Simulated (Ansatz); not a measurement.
## Twisted Ti3C2O2 MXene bilayer, 53.99° (1274 atoms): a single point

Wanted: forces and levels of twisted Ti3C2O2 MXene bilayer, 53.99° (1274 atoms).

Main program and level: Ansatz 0.2.0; Kohn-Sham DFT, LDA, PAW (set soft_2), localised support functions (medium).

## (1) The structure

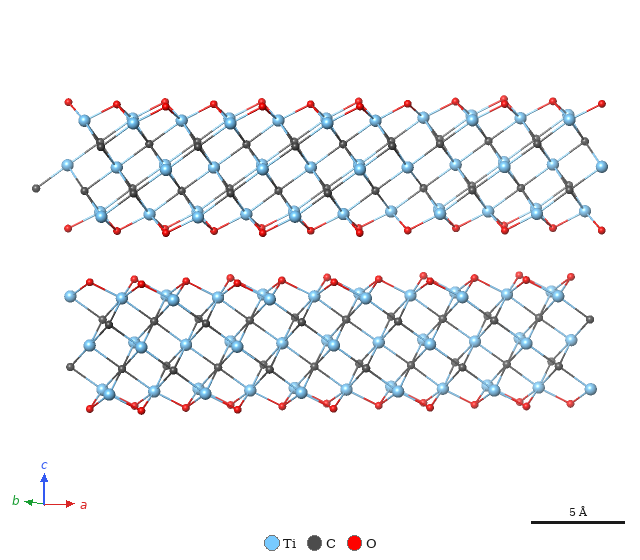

The starting structure, seen in part (titanium blue, carbon dark grey, oxygen red). Drawn is a slice 4 Å thick, seen along the normal of the ac plane.

The cell holds 1274 atoms: 546 Ti, 364 C and 364 O. Its edges and angles: a = 29.000 Å, b = 29.000 Å, c = 28.520 Å, α = 90.0°, β = 90.0°, γ = 120.0°. It derives from Ti3C2O2 (Ti3C2O2 MXene). Ti3C2O2 MXene (a = 3.04 Å) under Ti3C2O2 MXene (a = 3.04 Å), bilayer, commensurate cell of 91 unit cells a layer, twist 53.99 deg; facing planes 2.72 Å apart; 12 Å of vacuum; layers as built, displaced by a Gaussian of 0.01 Å. Regions: layer 1, 637 atoms (273 Ti, 182 C and 182 O); layer 2, 637 atoms (273 Ti, 182 C and 182 O). Vacuum lies along c.

Limits known from the start: The functional has no dispersion term, which matters for the binding between molecules or layers, where LDA binds through overlap of densities alone. Beside vacuum, support functions can miss their usual error bounds without a warning. The main run has no spin polarisation, so moments on Ti can't form in it, and no Hubbard term. Only the Γ point is sampled, in a cell whose shortest periodic width is 25 Å.

## (2) Support functions medium

The electrons are solved once, with the atoms held.

Contents of input.yaml:

```yaml
crystal:
  lattice:
    - [28.9998, 0.0, 0.0]
    - [-14.4999, 25.11456, 0.0]
    - [0.0, 0.0, 28.52]
  atoms:
    - { symbol: Ti, position: [0.01105, 0.82418, 0.33138] }
    - { symbol: C, position: [0.06993, 0.88702, 0.37643] }
    - { symbol: C, position: [0.0736, 0.82833, 0.287] }
    - { symbol: Ti, position: [0.07329, 0.82763, 0.42089] }
    - { symbol: Ti, position: [0.0704, 0.887, 0.24133] }
    - { symbol: O, position: [0.0105, 0.8239, 0.45252] }
    - { symbol: O, position: [0.01174, 0.82465, 0.21074] }
    - { symbol: Ti, position: [0.06596, 0.94506, 0.33111] }
    - { symbol: C, position: [0.12476, 0.00677, 0.3751] }
    - { symbol: C, position: [0.12828, 0.94922, 0.28708] }
    - { symbol: Ti, position: [0.12863, 0.94909, 0.42108] }
    - { symbol: Ti, position: [0.12436, 0.00766, 0.24159] }
    - { symbol: O, position: [0.06595, 0.94599, 0.45236] }
    - { symbol: O, position: [0.066, 0.94541, 0.2106] }
    - { symbol: Ti, position: [0.02197, 0.64809, 0.33111] }
    - { symbol: C, position: [0.08034, 0.71007, 0.37638] }
    - { symbol: C, position: [0.0838, 0.65223, 0.28711] }
    - { symbol: Ti, position: [0.08456, 0.6521, 0.42101] }
    - { symbol: Ti, position: [0.08111, 0.71098, 0.24148] }
    - { symbol: O, position: [0.02137, 0.64884, 0.45277] }
    - { symbol: O, position: [0.02111, 0.64795, 0.21035] }
    - { symbol: Ti, position: [0.07679, 0.76929, 0.33136] }
    - { symbol: C, position: [0.13576, 0.83202, 0.37569] }
    - { symbol: C, position: [0.14022, 0.77338, 0.2859] }
    - { symbol: Ti, position: [0.13961, 0.77335, 0.41998] }
    - { symbol: Ti, position: [0.13472, 0.83086, 0.24209] }
    - { symbol: O, position: [0.07591, 0.76844, 0.45238] }
    - { symbol: O, position: [0.07691, 0.76882, 0.21027] }
    - { symbol: Ti, position: [0.13192, 0.89054, 0.33153] }
    - { symbol: C, position: [0.19074, 0.95243, 0.37596] }
    - { symbol: C, position: [0.19437, 0.89437, 0.28702] }
    - { symbol: Ti, position: [0.19374, 0.89394, 0.42066] }
    [... 1236 atom lines left out ...]
    - { symbol: C, position: [0.35703, 0.86243, 0.71405] }
    - { symbol: C, position: [0.36179, 0.92523, 0.62387] }
    - { symbol: Ti, position: [0.36117, 0.92475, 0.75728] }
    - { symbol: Ti, position: [0.35807, 0.86241, 0.57886] }
    - { symbol: O, position: [0.42002, 0.92096, 0.78933] }
    - { symbol: O, position: [0.41937, 0.92068, 0.54782] }
kpoints:
  mp_grid: { grid: [1, 1, 1] }
hamiltonian:
  xc: lda
scf:
  occupations: { method: gaussian, width: 0.05 }
  eigensolver: { kind: { support_functions: { accuracy: medium } } }
  mixing: { beta: 0.2 }
  max_iter: 150
output:
  forces: true
```

The run is started by

```bash
$ ansatz run input.yaml --threads 32 --pin off --max-ram 143360MiB --backend cuda --events-out ev --progress --plain --runs-dir out
```

Numbers of over 12 decimals in the logs are rounded to 6 here.

The program printed:

```text
Warning: scf.eigensolver.kind.support_functions: disabling space-group detection — the functions' gradient is summed over unrotated k-points, so no spatial operation reduces the k-mesh or symmetrises the density; time reversal is kept, so that k and −k are solved as one point where they differ and the mesh holds both, and exact exchange and, on two spinor components, a DFT+U term hold to it where the run has them: [...]
Warning: basis.ecutwfc = 464 eV, auto-derived: no grid that the accuracy of the support functions lays serves the files at the lower one that their records recommend; a deck with other species or settings can derive another value
settings of this run that can trade accuracy for cost: scf.eigensolver.kind.support_functions [...]
Engine: ansatz 0.2.0, aarch64-unknown-linux-gnu
Pseudopotentials: kind: paw
Pseudopotential: Ti, paw, valence charge 12, recommended cutoff 420 eV (normal), Ti.paw.azcp
Pseudopotential: C, paw, valence charge 4, recommended cutoff 420 eV (normal), C.paw.azcp
Pseudopotential: O, paw, valence charge 6, recommended cutoff 420 eV (normal), O.paw.azcp
Functional definition: SPW92
  exchange = slater_x
  correlation = pw_c
device memory: the entry about to start is reckoned to put 44.7 GiB on a device that reports 182.5 GiB free
GPU FFT provider: cuFFT
GPU libraries: cuBLAS 13.8.1, cuFFT 12.4.0, cuSOLVER 12.3.2
GPU matrix products: emulated (plane waves: as basis.precision tells), large ones in fixed point in workspaces of 1.00 GiB
Crystal: 1274 atoms, lattice volume = 20771.607 Å³
Basis set: ecut = 464 eV, 471551 PW (Γ)
Bands: 6116, of which v1, the nominal top of the filled ones, is band 5096 counted from 1 (5095 counted from 0)
Symmetry: 1 space group operations
k-points: 1
Non-local potential: Ti, projectors of the file, l = 0: 3, l = 1: 2, l = 2: 3, l = 3: 1
Non-local potential: C, projectors of the file, l = 0: 2, l = 1: 2, l = 2: 1
Non-local potential: O, projectors of the file, l = 0: 2, l = 1: 2, l = 2: 1
PAW form: soft (Blöchl's): semilocal exchange-correlation on the pseudo side does not see the compensation charge
PAW frozen core: Ti, regenerated for the run's functional, and the local potential with it (the file was generated under x = pbe(κ = 0.804, μ = 0.219515), c = pbe(β = 0.066725))
PAW frozen core: C, regenerated for the run's functional, and the local potential with it (the file was generated under x = pbe(κ = 0.804, μ = 0.219515), c = pbe(β = 0.066725))
PAW frozen core: O, regenerated for the run's functional, and the local potential with it (the file was generated under x = pbe(κ = 0.804, μ = 0.219515), c = pbe(β = 0.066725))
PAW one-centre angular grid: Ti, 590 points (default); XC on 64 Gauss nodes
PAW one-centre angular grid: C, 110 points (default); XC on 64 Gauss nodes
PAW one-centre angular grid: O, 110 points (default); XC on 64 Gauss nodes
Initial density: superposition of atomic densities (neutral atoms: chi_scale 0, normalization atom)
Initial wavefunctions: pseudopotential atomic-orbital guess
GPU buffer pool allocated for 10077696 grid points (all kernels)
Functional: x = slater, c = lda
SCF iter   1: F=—  HF=-1631085.184366 eV  |F-HF|=—  |Δ(HF+E_count)|=         —  Δρ=1.67e-1  dr2=7.36e3  ethr=1.00e-1
preconditioner: auto → Resta (q_TF=auto, 2.423 Å⁻¹)  ε∞=15.9  [insulator: Δε(μ)=1.265 eV  Ē_g=10.185 eV  σ=0.050 eV  W_gap=1.00  n_scr=4976 (ndim 8)  ℏωp=19.7 eV  f_vac=0.331  D(μ)=0.00/eV (n_scr^D=0)  ε∞_Penn≈4.7  vacuum switching on, ρ_ref=1.9e-3 e/Å³]
SCF iter   2: F=—  HF=-1630300.574454 eV  |F-HF|=—  |Δ(HF+E_count)|=    7.85e2  Δρ=9.48e-2  dr2=2.73e3  ethr=7.22e-2
SCF iter   3: F=—  HF=-1629954.334857 eV  |F-HF|=—  |Δ(HF+E_count)|=    3.46e2  Δρ=5.36e-2  dr2=1.10e3  ethr=2.67e-2  κ⁻¹=1.0e0(r=1)
SCF iter   4: F=—  HF=-1629801.559223 eV  |F-HF|=—  |Δ(HF+E_count)|=    1.53e2  Δρ=2.58e-2  dr2=3.44e2  ethr=1.08e-2  κ⁻¹=2.2e-3(r=2)
SCF iter   5: F=—  HF=-1629779.527831 eV  |F-HF|=—  |Δ(HF+E_count)|=    2.20e1  Δρ=1.65e-2  dr2=1.48e2  ethr=3.37e-3  κ⁻¹=1.0e-3(r=3)
SCF iter   6: F=—  HF=-1629760.155570 eV  |F-HF|=—  |Δ(HF+E_count)|=    1.94e1  Δρ=9.44e-3  dr2=5.63e1  ethr=1.45e-3  κ⁻¹=3.5e-4(r=4)
SCF iter   7: F=—  HF=-1629751.073337 eV  |F-HF|=—  |Δ(HF+E_count)|=    9.08e0  Δρ=9.20e-3  dr2=4.31e1  ethr=5.53e-4  κ⁻¹=1.0e-4(r=5)
SCF iter   8: F=—  HF=-1629746.031339 eV  |F-HF|=—  |Δ(HF+E_count)|=    5.04e0  Δρ=7.39e-3  dr2=1.91e1  ethr=4.23e-4  κ⁻¹=4.9e-5(r=6)
SCF iter   9: F=—  HF=-1629744.149525 eV  |F-HF|=—  |Δ(HF+E_count)|=    1.88e0  Δρ=6.45e-3  dr2=9.94e0  ethr=1.87e-4  κ⁻¹=3.5e-5(r=7)
SCF iter  10: F=—  HF=-1629743.541703 eV  |F-HF|=—  |Δ(HF+E_count)|=   6.08e-1  Δρ=2.63e-3  dr2=3.11e0  ethr=9.75e-5  κ⁻¹=1.9e-5(r=7)
[...]
SCF iter  17: F=—  HF=-1629743.566823 eV  |F-HF|=—  |Δ(HF+E_count)|=   1.44e-2  Δρ=3.08e-4  dr2=2.04e-2  ethr=3.29e-7  κ⁻¹=1.7e-4(r=7)
SCF iter  18: F=—  HF=-1629743.581001 eV  |F-HF|=—  |Δ(HF+E_count)|=   1.42e-2  Δρ=2.17e-4  dr2=8.64e-3  ethr=2.00e-7  κ⁻¹=1.1e-4(r=7)
SCF iter  19: F=—  HF=-1629743.592125 eV  |F-HF|=—  |Δ(HF+E_count)|=   1.11e-2  Δρ=1.44e-4  dr2=2.47e-3  ethr=8.48e-8  κ⁻¹=1.2e-4(r=7)
SCF iter  20: F=—  HF=-1629743.602850 eV  |F-HF|=—  |Δ(HF+E_count)|=   1.07e-2  Δρ=1.09e-4  dr2=1.24e-3  ethr=2.43e-8  κ⁻¹=2.7e-4(r=7)
SCF iter  21: F=—  HF=-1629743.612731 eV  |F-HF|=—  |Δ(HF+E_count)|=   9.88e-3  Δρ=4.77e-5  dr2=3.33e-4  ethr=1.22e-8  κ⁻¹=4.3e-5(r=7)
SCF iter  22: F=—  HF=-1629743.621456 eV  |F-HF|=—  |Δ(HF+E_count)|=   8.72e-3  Δρ=1.45e-5  dr2=7.68e-5  ethr=3.27e-9  κ⁻¹=2.7e-4(r=7)
SCF iter  23: F=—  HF=-1629743.629341 eV  |F-HF|=—  |Δ(HF+E_count)|=   7.88e-3  Δρ=9.05e-6  dr2=3.41e-5  ethr=7.54e-10  κ⁻¹=6.7e-5(r=7)
SCF iter  24: F=—  HF=-1629743.636625 eV  |F-HF|=—  |Δ(HF+E_count)|=   7.28e-3  Δρ=6.16e-6  dr2=1.25e-5  ethr=3.34e-10  κ⁻¹=2.4e-5(r=7)
SCF iter  25: F=—  HF=-1629743.636632 eV  |F-HF|=—  |Δ(HF+E_count)|=   7.02e-6  Δρ=5.17e-6  dr2=6.31e-6  ethr=1.23e-10  κ⁻¹=7.6e-5(r=7)
SCF iter  26: F=-1629743.636636 eV  HF=-1629743.636635 eV  |F-HF|=9.22e-7  |Δ(HF+E_count)|=   3.04e-6  Δρ=3.53e-6  dr2=2.99e-6  ethr=6.19e-11
SCF 1 converged in 26 iterations: F = -1629743.845932 eV  dr2 = 2.99e-6
  greatest PAW one-centre occupation: 0.999 electrons in one spin orbital (limit 2), on the Ti atom at site 263 (counted from 0), in its partial waves of l = 0
SCF converged after 26 iterations
Stability not checked: this state was not tested for a lower state beside it, because the mixer in use, unlike msr1, does not test its closes by its own steps (another_mixer; see scf.mixing.algorithm and scf.lower_state_search)
Free energy (F): -1629743.845932 eV
Harris-Foulkes:  -1629743.845931 eV  (|F-HF|=9.22e-7)
Internal energy: -1629743.453170 eV  (E = F + TS)
E sigma→0 (E₀):  -1629743.649551 eV
Entropy (-TS):   -0.392762 eV (-0.308 meV/atom)
Fermi energy:    5.602958 eV
--- Per-component energies (eV) ---
  E_band       = -148874.850060
  E_kinetic    = 244333.812219
  E_local      = -8094921.490236  (includes V_loc(G=0)·N_el)
  E_nonlocal   = 32827.008797
  E_softening  = 0.109808  (part of E_nonlocal)
  E_grid_corr  = -0.234195  (part of E_nonlocal)
  E_hartree    = 3949899.114113
  E_xc         = -97213.213682
  E_vxc        = -122834.026128  (∫ρ·V_xc dr)
  E_paw        = -631210.550828  (= ΣΔE_a)
  E_vpaw       = -108078.596809  (= ΣTr[D̂ρ^β])
  E_aug_tail   = 0.711863  (compensation charges beyond the density's cutoff)
  E_ewald      = 2966305.244547
  E_core_change = 236.119332  (= ΣΔE_core)
  E_smearing   = -0.392762  (= −TS)
  E_closure    = 0.000000  (closes the sum)
  E_support_correction = -0.209296  (second-order, or where that is not computed along the SCF)
  E_support_correction_error = 2.1e-2  (of E_support_correction; not in F)
  Σ components = -1629743.845932   (vs F -1629743.845932, Δ=0.00e0)
--- Forces (eV/Å), atoms counted from 1 ---
[... 1274 lines of forces left out ...]
  max |Σ_I F_I| component: 1.21e-2 eV/Å
--- Band table (eV) ---
[... left out ...]
  guard bands above this table: 886 of the run's 6116 bands (output.publish_guard_bands: true publishes all)
```

Elapsed: 61 s, on 1 × NVIDIA GB200 with 32 threads of Arm Neoverse V2, shared host; peak memory 5.6 GiB.

That memory is the host's; the program planned up to 44.7 GiB on the GPU. Forces of this run were stored rounded, and per-atom blocks of the log weren't kept.

The program notes that the band table was not solved further than the SCF left it and it switched symmetry off.

Numbers from this run:

```yaml
free_energy: -1629743.8459 eV
free_energy_per_atom: -1279.2338 eV/atom
scf_cycles: 26
r_m_s_force_component: 0.3326 eV/Å
longest_force: 1.125 eV/Å
fermi_energy: 5.603 eV
levels_partly_filled_by_over_2_per_cent: 19
```

Length of the force by element:

| element | coordination | atoms | mean length of the force (eV/Å) | spread | least | most |
| --- | --- | --- | --- | --- | --- | --- |
| C | all | 364 | 0.642 | 0.168 | 0.197 | 1.13 |
| O | all | 364 | 0.606 | 0.143 | 0.200 | 0.968 |
| Ti | all | 546 | 0.434 | 0.186 | 0.0125 | 1.01 |

The levels nearest the highest filled one (over half full), pooled over k-points and spins:

| level less the highest filled one (eV) | occupation |
| --- | --- |
| -0.108 | 2.00 |
| -0.0979 | 2.00 |
| -0.0931 | 1.99 |
| -0.0048 | 1.14 |
| -0.0042 | 1.13 |
| 0 | 1.03 |
| 0.0064 | 0.888 |
| 0.0102 | 0.805 |
| 0.0152 | 0.697 |
| 0.0222 | 0.558 |
| 0.0255 | 0.496 |
| 0.0267 | 0.476 |

## (3) Structure statistics

Bonds and neighbours are counted at the geometry of the runs.

Normalised to the volume that the atoms fill. g(r), total and by pair (bins of 0.2 Å):

| r (Å) | total | Ti-Ti | Ti-C | Ti-O | C-C | C-O | O-O |
| --- | --- | --- | --- | --- | --- | --- | --- |
| 1.90 | 1.80 | 0.00 | 0.00 | 7.40 | 0.00 | 0.00 | 0.00 |
| 2.10 | 3.08 | 0.00 | 12.40 | 0.20 | 0.00 | 0.00 | 0.00 |
| 2.30 | 0.03 | 0.00 | 0.14 | 0.00 | 0.00 | 0.00 | 0.00 |
| 2.50 | 0.00 | 0.00 | 0.00 | 0.00 | 0.00 | 0.00 | 0.00 |
| 2.70 | 0.54 | 0.00 | 0.00 | 0.00 | 0.00 | 3.21 | 0.17 |
| 2.90 | 0.44 | 0.00 | 0.00 | 0.00 | 0.01 | 2.45 | 0.43 |
| 3.10 | 3.91 | 10.53 | 0.00 | 0.00 | 14.26 | 0.00 | 9.91 |
| 3.30 | 0.03 | 0.00 | 0.00 | 0.00 | 0.00 | 0.00 | 0.39 |
| 3.50 | 0.25 | 0.00 | 0.00 | 0.93 | 0.00 | 0.00 | 0.32 |
| 3.70 | 1.65 | 0.00 | 4.30 | 2.34 | 0.00 | 0.00 | 0.33 |
| 3.90 | 0.23 | 0.00 | 0.62 | 0.20 | 0.00 | 0.00 | 0.29 |
| 4.10 | 0.49 | 0.00 | 0.00 | 0.19 | 0.00 | 2.60 | 0.27 |
| 4.30 | 0.65 | 2.10 | 0.00 | 0.18 | 2.37 | 0.00 | 0.29 |
| 4.50 | 0.46 | 0.04 | 0.00 | 1.75 | 0.00 | 0.00 | 0.26 |
| 4.70 | 1.19 | 0.10 | 0.67 | 4.01 | 0.00 | 0.00 | 0.24 |
| 4.90 | 1.79 | 0.11 | 6.91 | 0.17 | 0.00 | 0.13 | 0.23 |
| 5.10 | 0.95 | 0.11 | 0.00 | 0.15 | 0.00 | 5.34 | 0.25 |
| 5.30 | 1.88 | 5.53 | 0.00 | 0.15 | 6.38 | 0.22 | 3.40 |
| 5.50 | 0.13 | 0.27 | 0.00 | 0.14 | 0.00 | 0.20 | 0.21 |
| 5.70 | 0.10 | 0.09 | 0.00 | 0.13 | 0.00 | 0.21 | 0.20 |
| 5.90 | 0.34 | 0.09 | 0.12 | 0.13 | 0.00 | 1.47 | 0.20 |
| 6.10 | 0.89 | 2.08 | 0.13 | 0.15 | 2.40 | 0.19 | 2.59 |
| 6.30 | 0.98 | 0.21 | 0.12 | 3.53 | 0.00 | 0.19 | 0.19 |
| 6.50 | 1.31 | 0.08 | 4.36 | 0.66 | 0.00 | 0.31 | 0.18 |
| 6.70 | 0.80 | 0.16 | 0.11 | 0.23 | 0.15 | 4.04 | 0.17 |
| 6.90 | 1.12 | 2.51 | 0.11 | 1.75 | 1.75 | 0.17 | 0.47 |
| 7.10 | 0.92 | 0.17 | 2.34 | 1.10 | 0.10 | 0.17 | 0.16 |
| 7.30 | 0.32 | 0.21 | 0.19 | 0.21 | 0.16 | 0.98 | 0.17 |

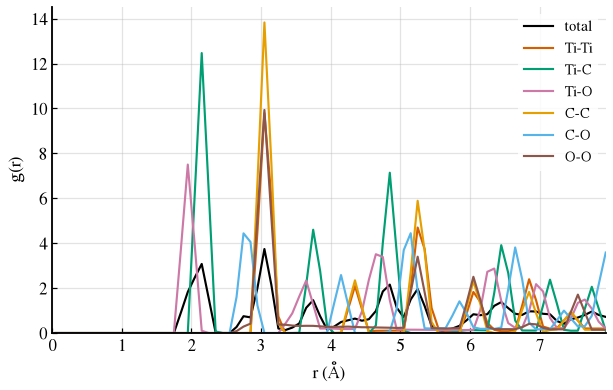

Pair distribution functions, lightly smoothed.

Bonds by pair of elements; cutoffs follow the first minimum of g(r), held within bounds set by covalent radii, and pairs that aren't listed don't count as bonded:

| pair A-B | cutoff (Å) | bonds | mean length (Å) | spread (Å) | shortest (Å) | B about A | A about B |
| --- | --- | --- | --- | --- | --- | --- | --- |
| Ti-C | 2.64 | 2184 | 2.17 | 0.014 | 2.12 | 4 | 6 |
| Ti-O | 2.64 | 1092 | 1.97 | 0.014 | 1.93 | 2 | 3 |

How many atoms have how many bonded neighbours:

| element | mean | 3 | 6 |
| --- | --- | --- | --- |
| C | 6 | 0 | 364 |
| O | 3 | 364 | 0 |
| Ti | 6 | 0 | 546 |

Bond angles, per cent of each kind in bins of 5°:

| angle (°) | Ti-C-Ti | C-Ti-C | C-Ti-O | Ti-O-Ti | O-Ti-O |
| --- | --- | --- | --- | --- | --- |
| 80–85 | 0.0 | 0.0 | 43.2 | 0.0 | 0.0 |
| 85–90 | 40.0 | 56.8 | 23.5 | 0.0 | 0.0 |
| 90–95 | 40.0 | 28.9 | 0.0 | 0.0 | 0.0 |
| 95–100 | 0.0 | 0.0 | 0.0 | 9.4 | 9.0 |
| 100–105 | 0.0 | 0.0 | 0.0 | 90.6 | 91.0 |
| 105–110 | 0.0 | 0.0 | 0.0 | 0.0 | 0.0 |
| 110–115 | 0.0 | 0.0 | 0.0 | 0.0 | 0.0 |
| 115–120 | 0.0 | 0.0 | 0.0 | 0.0 | 0.0 |
| 120–125 | 0.0 | 0.0 | 0.0 | 0.0 | 0.0 |
| 125–130 | 0.0 | 0.0 | 0.0 | 0.0 | 0.0 |
| 130–135 | 0.0 | 0.0 | 0.0 | 0.0 | 0.0 |
| 135–140 | 0.0 | 0.0 | 0.0 | 0.0 | 0.0 |
| 140–145 | 0.0 | 0.0 | 0.0 | 0.0 | 0.0 |
| 145–150 | 0.0 | 0.0 | 0.0 | 0.0 | 0.0 |
| 150–155 | 0.0 | 0.0 | 0.0 | 0.0 | 0.0 |
| 155–160 | 0.0 | 0.0 | 0.0 | 0.0 | 0.0 |
| 160–165 | 0.0 | 0.0 | 0.0 | 0.0 | 0.0 |
| 165–170 | 0.0 | 0.0 | 1.9 | 0.0 | 0.0 |
| 170–175 | 0.0 | 0.0 | 31.5 | 0.0 | 0.0 |
| 175–180 | 20.0 | 14.3 | 0.0 | 0.0 | 0.0 |

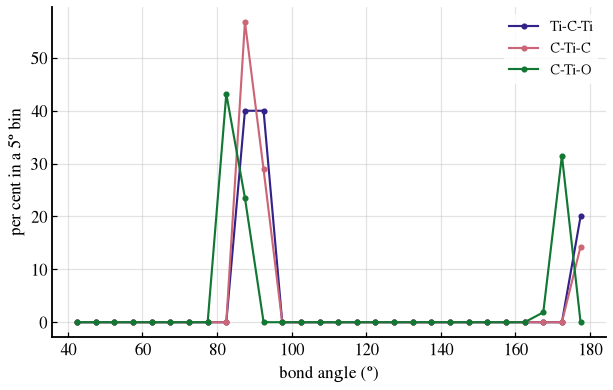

Distributions of the most common bond angles.

Bond angles (no mean is given where the spread exceeds 20°):

| angle | count | mean (°) | spread (°) |
| --- | --- | --- | --- |
| Ti-C-Ti | 5460 | - | - |
| C-Ti-C | 3822 | - | - |
| C-Ti-O | 3276 | - | - |
| Ti-O-Ti | 1092 | 101 | 0.6 |
| O-Ti-O | 1092 | 101 | 0.6 |

Counting bonds as in the table, all C atoms have 6, all O atoms have 3 and all Ti atoms have 6 bonded neighbours.

Local excerpt of 8 atoms (numbers count through the whole input) about O265, picked at random; x, y, z are measured from there.

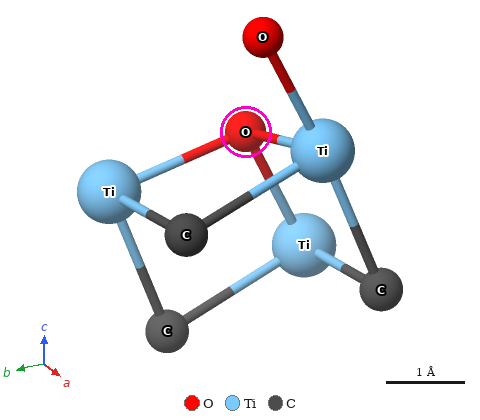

The atoms of the table, within 3.0 Å (arrows a, b, c point along x, y, z); some may hide others; the central atom is ringed.

| atom | x | y | z | distance (Å) | bonds |
| --- | --- | --- | --- | --- | --- |
| O265 | 0.00 | 0.00 | 0.00 | 0.00 | 3 |
| Ti200 | -0.76 | -1.54 | -0.89 | 1.93 | 6 |
| Ti207 | -0.92 | 1.51 | -0.90 | 1.98 | 6 |
| Ti263 | 1.77 | 0.09 | -0.89 | 1.99 | 6 |
| C254 | 0.98 | -1.46 | -2.15 | 2.78 | 6 |
| C198 | -1.75 | -0.07 | -2.17 | 2.79 | 6 |
| C261 | 0.82 | 1.59 | -2.17 | 2.81 | 6 |
| O202 | -2.53 | -1.61 | 0.00 | 3.00 | 3 |

The column of bonds counts only the pairs Ti-C within 2.64 Å, Ti-O within 2.64 Å; other neighbours, such as metal atoms beside each other in a compound, aren't counted, and periodic images can show an atom twice.

## (4) Summary of results

| Quantity | Value |
| --- | --- |
| free energy per atom | -1279.2338 eV/atom |
| r.m.s. force component | 0.3326 eV/Å |
| wall time of the 1 DFT run | 61 s |

19 levels are partly filled, by over 2 % (at Γ alone): no clear gap opens at this level. Levels of broken or missing bonds inside a gap of the host would look the same. Counting bonds as in the table, all C atoms have 6, all O atoms have 3 and all Ti atoms have 6 bonded neighbours.

**Limits.** The geometry was built by rule, was displaced at random and isn't relaxed at this level: its force components are 0.33 eV/Å r.m.s.

[Logs are printed without paths, hosts, clocks, repeated set-up lines and the standing remarks that a program may print on its own settings, such as how far it seeks lower states.]

[Hosts, paths, dates, database ids (printed as entryN), source tags and the programs' standing remarks are cut or masked in the printed files.]
